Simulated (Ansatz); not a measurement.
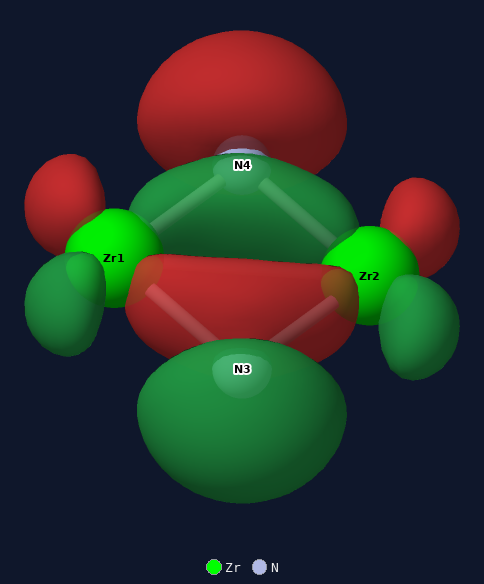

The picture shows: N2Zr2 (triplet). One frontier orbital at ±0.1 Å⁻³ᐟ² (green and red are the two phases), seen at a tilt.

Geometry: PBE0-D4/def2-TZVP; core potentials replace the inner electrons of Zr.

Theory: Ansatz, UKS PBE0-D4/def2-TZVP.

**Which orbital is it: HOMO (β) or LUMO (β)?**

The HOMO (β), at −6.89 eV. It lies mainly on N3 (about 35 %), N4 (about 35 %), Zr1 (about 15 %) and Zr2 (about 15 %); it is symmetric in the molecular plane (an in-plane orbital: σ, lone-pair or in-plane π type); it is ungerade (odd under inversion).
